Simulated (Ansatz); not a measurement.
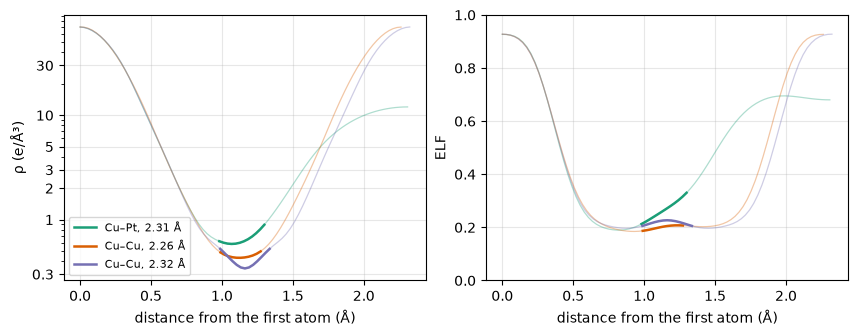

Cu$_{5}$Pt. Valence pseudo-density and ELF along straight lines between neighbouring atoms. Thin, pale parts lie inside the atomic spheres.

Space group P4/mmm; a structure generated by program, which may or may not match a known phase; computed without spin polarisation.

Level of theory: DFT PBE, scalar-relativistic, plane waves, PAW in Ansatz.

Core electrons are frozen (PAW), and the valence fields are smoothed inside the atomic spheres.

The calculation's input:

```
crystal:
  lattice:
    - [5.5318369604, 0.0, 0.0]
    - [0.0, 5.5318369604, 0.0]
    - [0.0, 0.0, 4.6078956682]
  atoms:
    - { symbol: Cu, position: [0.7896960858, 0.7896960858, 0.5] }
    - { symbol: Cu, position: [0.2103039142, 0.2103039142, 0.5] }
    - { symbol: Cu, position: [0.2103039142, 0.7896960858, 0.5] }
    - { symbol: Cu, position: [0.7896960858, 0.2103039142, 0.5] }
    - { symbol: Cu, position: [0.5, 0.5, 0.5] }
    - { symbol: Pt, position: [0.5, 0.5, 0.0] }
basis:
  ecutwfc: 420
kpoints:
  mp_grid: { grid: [8, 8, 8] }
hamiltonian:
  xc: pbe
scf:
  occupations: { method: gaussian, width: 0.1 }
output:
  forces: true
  stress: true
  eigenvalues: true
  write_density: true
  write_potential: true
  elf: true
  volumetric_format: npy
relax:
  adjacent_minimum: "off"
  f_tol: 0.01
  max_steps: 80
  cell: { stress_tol: 0.05 }
```

Command:

```sh
ansatz run input.yaml --threads 1 --pin off --max-ram 2560MiB --backend cpu --events-out ev --progress --plain --runs-dir out
```

Below, planes, directions and counts refer to the conventional cell (a = 5.52 Å, b = 5.52 Å, c = 4.62 Å, α = 90.00°, β = 90.00°, γ = 90.00°).

The fields are those of the relaxed geometry.

Q: What can be read from the curves?

A: Cu–Pt (2.31 Å): ρ at the midpoint is about 0.62 e/Å³; the ELF is about 0.25 at the midpoint: no localised pair shows between them.
Cu–Cu (2.26 Å): ρ at the midpoint is about 0.43 e/Å³; the ELF is about 0.20 at the midpoint (no shared electron pair shows on this line).
Cu–Cu (2.32 Å): the density is about 0.34 e/Å³ at the midpoint; the ELF is about 0.25 at the midpoint (no localised pair shows between them).
